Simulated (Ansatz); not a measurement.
C₂H₆O₂Si (SMILES OC=C[SiH2]O)

Input file:

```
crystal:
  periodic: [false, false, false]
  atoms:
    - { symbol: O, position_ang: [-0.65, 1.5735, 1.9835] }
    - { symbol: C, position_ang: [-0.0688, 0.707, 1.1697] }
    - { symbol: C, position_ang: [-0.661, 0.1297, 0.094] }
    - { symbol: Si, position_ang: [0.2685, -1.0806, -0.9897] }
    - { symbol: O, position_ang: [1.8066, -0.7531, -1.1933] }
    - { symbol: H, position_ang: [-1.6085, 1.757, 1.6487] }
    - { symbol: H, position_ang: [0.9745, 0.5341, 1.5228] }
    - { symbol: H, position_ang: [-1.6091, 0.3673, -0.1879] }
    - { symbol: H, position_ang: [-0.4408, -1.0208, -2.2768] }
    - { symbol: H, position_ang: [0.051, -2.4536, -0.4086] }
    - { symbol: H, position_ang: [2.003, 0.1824, -1.3417] }
basis:
  gaussian:
    orbitals: cc-pVDZ
hamiltonian:
  xc: r2scan0
output:
  orbitals: {}
```

Launched as:

```sh
python energy_c2h6o2si.py
```

All numbers below come from SCF r2SCAN0, Gaussian basis (Ansatz 0.2.0).

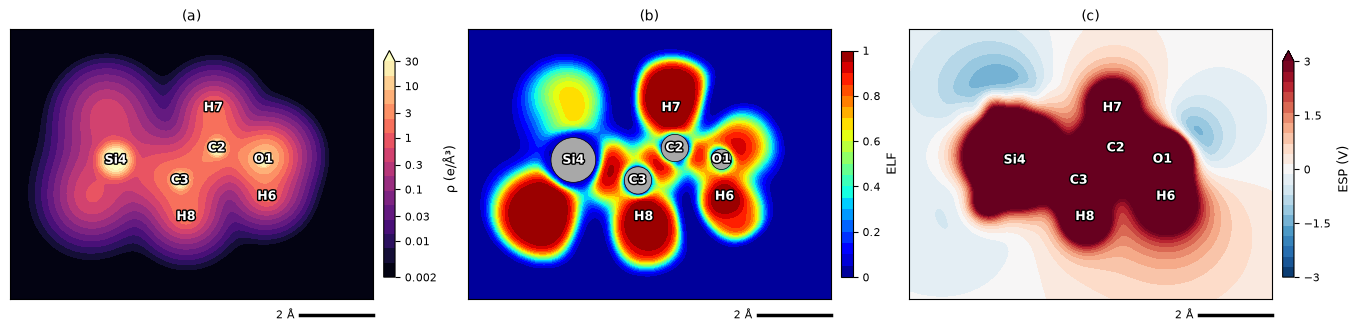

Figure 1. (a) electron density; (b) electron localisation function; (c) electrostatic potential on the plane of atoms C2, O1 and H6. Grey discs cover the atomic cores in the ELF map.

> What do the fields say about this system?

- Atoms in the plane: O, C, Si and H.
- C–O (1.32 Å): the density is about 2.5 e/Å³ at the midpoint; the ELF peaks at about 0.90 between the atoms; a shared but strongly polarised pair.
- C–C (1.36 Å): ρ is about 2.2 e/Å³ halfway; the ELF peaks at about 0.90 between the atoms; localised, covalent bonding.
- C–Si (1.87 Å): ρ is about 0.93 e/Å³ halfway; the ELF peaks at about 0.95 between the atoms, as expected for a covalent bond.
- C–H (1.02 Å): ρ is about 2.1 e/Å³ halfway; the ELF climbs to about 1 towards the hydrogen, as it does in any bond to H: a covalent bond by its length.
- The ELF also peaks beside O1, away from the bonds: lone-pair regions.
- Outside the dense part of the molecule the potential is most negative (−1.6 V) near O5, which lies off the plane.

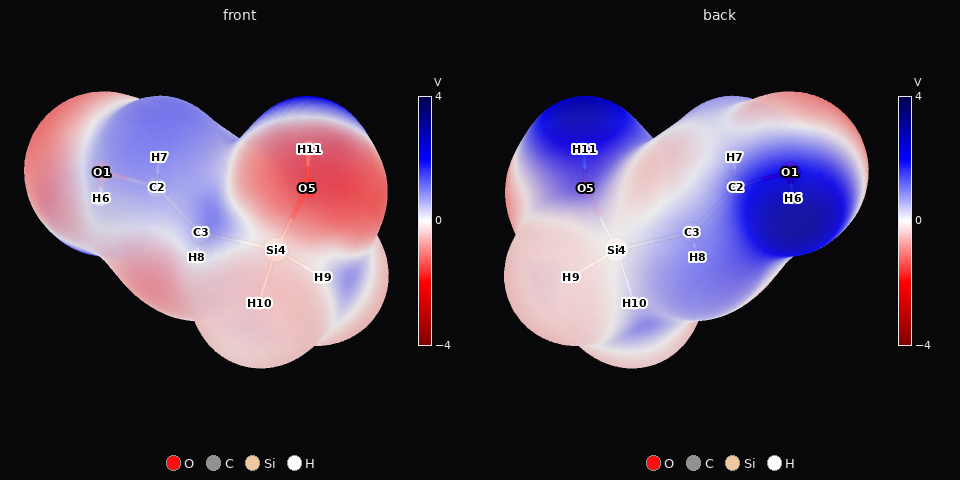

Figure 2. The electrostatic potential painted on the density surface at 0.002 e/bohr³, seen from the front and from behind; red is negative and blue positive.

> Where is the surface potential most negative and most positive?

The most negative region (about −1.4 V, or −32 kcal/mol for a unit charge) lies over O5, the most positive (about +2.9 V, or +67 kcal/mol for a unit charge) over H6. O5 is the likeliest acceptor of a hydrogen bond.

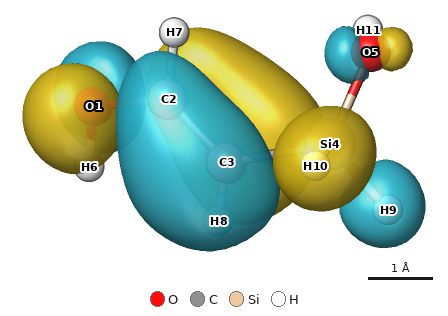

Figure 3. The HOMO at ±0.08 Å⁻³ᐟ² (yellow and cyan are the two phases), seen at a tilt.

> Where does this orbital lie, and at what energy?

Its weight (Hirshfeld) is mainly on C3 (about 40 %), C2 (about 20 %) and O1 (about 20 %). Its energy is −6.80 eV.
